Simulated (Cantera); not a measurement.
Charge: 1 mol SiC, 0.13 mol O2, 15 mol N2, equilibrated at 0.133 bar.

Equilibrium computed with Cantera from the NASA thermochemical tables; the gas is ideal and each condensed phase is pure. Candidate condensed phases: C, Si, SiC, SiO2, Si2N2O, Si3N4; 34 gas species. Mutual solubility and eutectic melting of coexisting phases are not modelled. Rates play no part.

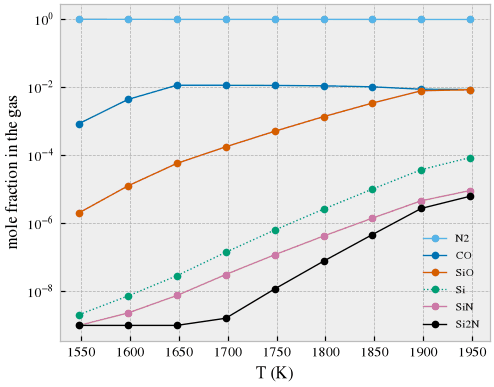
*Equilibrium gas composition (values under 1e-9 drawn at 1e-9)*

Q: Read off the mole fractions at 1898 K.

A: N2 about 0.98, CO about 0.0088, SiO about 0.0079, Si about 3.8e-5, SiN about 4.6e-6, Si2N about 2.7e-6.
